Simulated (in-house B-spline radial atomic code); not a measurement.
# W¹⁶⁺: ionisation energy by several methods

Aim: the ionisation energy of W¹⁶⁺ by several methods, each as the difference of two self-consistent energies (W¹⁶⁺ and the next ion, [Kr] 4d10 4f11).

The numbers are computed with in-house B-spline radial atomic code version 1 (scalar-relativistic (X2C), several functionals, spin-polarised; spherical all-electron atom at the radial basis limit), except any that are marked as measured or tabulated.

## 1. The system

| Item | Value |
| --- | --- |
| element | tungsten (Z = 74) |
| charge | +16 |
| electrons | 58 |
| configuration | [Kr] 4d10 4f11 5s1 |
| nucleus | Fermi, rms radius 5.366 fm |

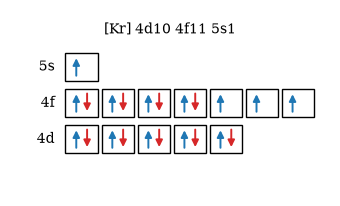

Outer shells as boxes.

Where spins are not typed, each open shell is filled with up spins first.

## 2. SCAN, a meta-GGA

Settings, as recorded:

```ini
Z = 74
electrons = 58.0
configuration = [Kr] 4d10 4f11 5s1
hamiltonian = x2c
method = scan,scan
spin_polarised = True
nucleus = fermi
rms_radius = 5.3658
mass_number = 184
atomic_mass = 183.95093318
speed_of_light = 137.035999084
```

The program writes no log. Results of the run, from its result record (rounded, main fields):

```text
{
  "status": "converged",
  "scf [iteration, energy, orbital gradient]": [
    [1, -16053.0196279, 0.321],
    [2, -16053.0366156, 0.00293],
    [3, -16053.0366664, 0.0012],
    [4, -16053.0366692, 0.000579],
    [5, -16053.0366699, 6.24e-05],
    [6, -16053.0366699, 9.56e-06],
    [7, -16053.0366699, 4.18e-06],
    [8, -16053.0366699, 7.15e-07]
  ],
  "energy [hartree]": {"total": -16053.0366699, "kinetic": 18102.8130242, "nuclear": -39339.9504112, "coulomb": 5500.34612307, "xc": -316.245405976},
  "orbitals [hartree, bohr; first row names the columns]": [
    ["name", "occ", "eps", "<r>", "<r^2>", "<1/r>", "r_max"],
    ["1s up", 1.0, -2561.8119, 0.017546, 0.00043162, 95.511, 0.010511],
    ["1s down", 1.0, -2561.7986, 0.017546, 0.00043162, 95.51, 0.010511],
    ["2s up", 1.0, -454.11254, 0.076735, 0.0070295, 22.331, 0.065444],
    ["2s down", 1.0, -454.09923, 0.076733, 0.0070292, 22.332, 0.065444],
    ["2p up", 3.0, -400.01632, 0.068868, 0.0058121, 18.704, 0.05331],
    ["2p down", 3.0, -400.00418, 0.068866, 0.0058118, 18.704, 0.053311],
    ["3s up", 1.0, -115.2853, 0.2003, 0.046021, 8.041, 0.18507],
    ["3s down", 1.0, -115.19312, 0.20019, 0.045966, 8.047, 0.18504],
    ["3p up", 3.0, -99.073478, 0.2004, 0.046675, 7.071, 0.18285],
    ["3p down", 3.0, -98.975194, 0.20026, 0.046608, 7.0764, 0.1828],
    ["3d up", 5.0, -79.785024, 0.18238, 0.038993, 6.5808, 0.14952],
    ["3d down", 5.0, -79.700605, 0.18223, 0.038921, 6.5855, 0.14944],
    ["4s up", 1.0, -34.251107, 0.44527, 0.22365, 3.3606, 0.42006],
    ["4s down", 1.0, -34.065012, 0.44564, 0.22397, 3.3548, 0.42024],
    ["4p up", 3.0, -28.812517, 0.46995, 0.25077, 2.986, 0.43869],
    ["4p down", 3.0, -28.63034, 0.47024, 0.25097, 2.9815, 0.43894],
    ["4d up", 5.0, -21.734454, 0.49633, 0.28377, 2.6649, 0.44812],
    ["4d down", 5.0, -21.545378, 0.49643, 0.28372, 2.6621, 0.44842],
    ["4f up", 7.0, -13.908161, 0.52606, 0.32746, 2.2932, 0.41279],
    ["4f down", 4.0, -13.699011, 0.52653, 0.32812, 2.2917, 0.41339],
    ["5s up", 1.0, -14.007406, 0.91975, 0.93987, 1.5181, 0.88532]
  ],
  "sum_r [bohr^k]": {"-1": 550.2609, "1": 19.41089, "2": 10.14613},
  "ionisation_energy [hartree]": 14.3964209
}
```

It took 0.45 s on 1 thread, shared host.

The run also solves the next ion with the same method; the record keeps the difference, ionisation_energy. Meta-GGA runs start from a PBE run whose iterations are not counted.

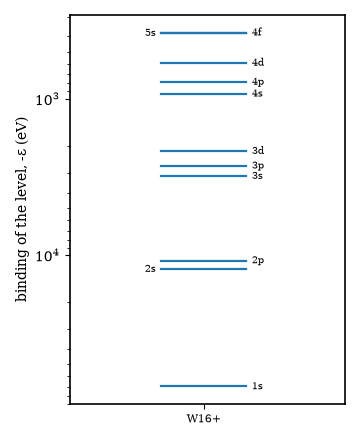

Orbital energies of this run on a logarithmic scale (up spins).

## 3. PBEsol, a GGA

The settings differ from step 2 so:

```diff
@@ -4,3 +4,3 @@
 hamiltonian = x2c
-method = scan,scan
+method = pbesol
 spin_polarised = True
```

From the record:

```text
{
  "status": "converged",
  "iterations": 9,
  "energy [hartree]": {"total": -16047.1906607, "kinetic": 18095.3363646, "nuclear": -39331.4501817, "coulomb": 5499.20922587, "xc": -310.286069472},
  "orbitals [hartree, bohr; first row names the columns]": [
    ["name", "occ", "eps", "<r>"],
    ["1s up", 1.0, -2557.5983, 0.01755],
    ["1s down", 1.0, -2557.5879, 0.01755],
    ["2s up", 1.0, -452.47733, 0.076794],
    ["2s down", 1.0, -452.46883, 0.076793],
    ["2p up", 3.0, -398.82446, 0.068878],
    ["2p down", 3.0, -398.81715, 0.068877],
    ["3s up", 1.0, -114.47007, 0.20061],
    ["3s down", 1.0, -114.38469, 0.20052],
    ["3p up", 3.0, -98.486623, 0.20055],
    ["3p down", 3.0, -98.401226, 0.20044],
    ["3d up", 5.0, -79.456718, 0.18228],
    ["3d down", 5.0, -79.389853, 0.18216],
    ["4s up", 1.0, -33.844527, 0.44555],
    ["4s down", 1.0, -33.694775, 0.4456],
    ["4p up", 3.0, -28.506474, 0.47048],
    ["4p down", 3.0, -28.358993, 0.47048],
    ["4d up", 5.0, -21.575322, 0.49673],
    ["4d down", 5.0, -21.426347, 0.49664],
    ["4f up", 7.0, -13.879407, 0.52656],
    ["4f down", 4.0, -13.719979, 0.5266],
    ["5s up", 1.0, -13.991781, 0.91956]
  ],
  "sum_r [bohr^k]": {"-1": 550.1388, "1": 19.42099, "2": 10.16221},
  "ionisation_energy [hartree]": 14.417865
}
```

Run time: 0.27 s. Hardware: 1 thread, shared host.

## 4. revTPSS, a meta-GGA

The settings differ from step 3 so:

```diff
@@ -4,3 +4,3 @@
 hamiltonian = x2c
-method = pbesol
+method = revtpss,revtpss
 spin_polarised = True
```

From the record:

```text
{
  "status": "converged",
  "iterations": 8,
  "energy [hartree]": {"total": -16050.2530009, "kinetic": 18099.9052484, "nuclear": -39335.9892383, "coulomb": 5499.21306549, "xc": -313.382076483},
  "orbitals [hartree, bohr; first row names the columns]": [
    ["name", "occ", "eps", "<r>"],
    ["1s up", 1.0, -2560.39, 0.017538],
    ["1s down", 1.0, -2560.3792, 0.017538],
    ["2s up", 1.0, -452.87016, 0.076753],
    ["2s down", 1.0, -452.86263, 0.076753],
    ["2p up", 3.0, -398.91333, 0.068877],
    ["2p down", 3.0, -398.90652, 0.068877],
    ["3s up", 1.0, -114.61237, 0.20045],
    ["3s down", 1.0, -114.5409, 0.20036],
    ["3p up", 3.0, -98.534707, 0.20049],
    ["3p down", 3.0, -98.458644, 0.20037],
    ["3d up", 5.0, -79.462769, 0.18229],
    ["3d down", 5.0, -79.398931, 0.18216],
    ["4s up", 1.0, -33.919599, 0.44564],
    ["4s down", 1.0, -33.772628, 0.44574],
    ["4p up", 3.0, -28.55457, 0.47062],
    ["4p down", 3.0, -28.408121, 0.47059],
    ["4d up", 5.0, -21.594421, 0.49681],
    ["4d down", 5.0, -21.440625, 0.49662],
    ["4f up", 7.0, -13.869246, 0.52635],
    ["4f down", 4.0, -13.698308, 0.52635],
    ["5s up", 1.0, -13.971327, 0.91936]
  ],
  "sum_r [bohr^k]": {"-1": 550.2119, "1": 19.41891, "2": 10.15824},
  "ionisation_energy [hartree]": 14.3872234
}
```

Run time: 0.6 s. Hardware: 1 thread, shared host.

## 5. All methods side by side

| method | rung | total energy (hartree) | ΔSCF (eV) | −ε highest (eV) | ΔSCF less tabulated (eV) |
| --- | --- | --- | --- | --- | --- |
| PBEsol | GGA | -16047.1907 | 392.33 | 373.34 (4f down) | +4.43 |
| SCAN | meta-GGA | -16053.0367 | 391.75 | 372.77 (4f down) | +3.85 |
| revTPSS | meta-GGA | -16050.2530 | 391.50 | 372.75 (4f down) | +3.60 |

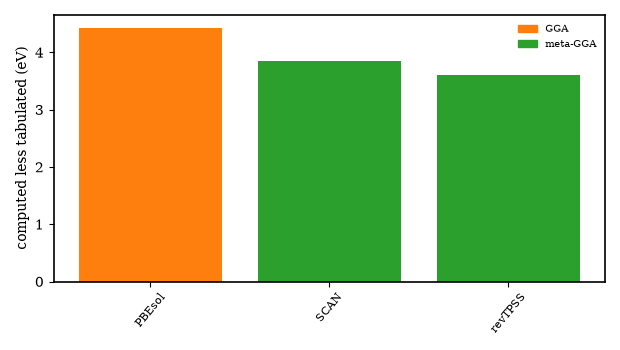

Error of each method against the tabulated value; one colour a rung.

**Reading.** Tables give 387.9 ± 1.2 eV (semi-empirical; NIST Atomic Spectra Database) for the ionisation energy. revTPSS misses by +3.60 eV, the least, and PBEsol by +4.43 eV (1.1 %), the most. All methods miss on the same side by much the same amount, which points to something that they share. Relativistic terms that these runs lack can be as large as the gaps between close methods, so the nearest may be so by luck. Spin-orbit coupling is left out. Open shells are averaged (over orientations, and over spins where the run is restricted), while tables refer to the lowest levels. ΔSCF removes a 5s electron, which is never the highest level here, so the two columns refer to different electrons.

Members of this set that are not shown: 4 used exact exchange with fractional occupations of an open shell, which is unsound here.

Cost against accuracy (CPU time on one thread of a shared host; * marks runs that also wrote radial tables):

| method | CPU time | miss (eV) |
| --- | --- | --- |
| PBEsol | 0.27 s | +4.43 |
| SCAN | 0.45 s | +3.85 |
| revTPSS | 0.6 s | +3.60 |
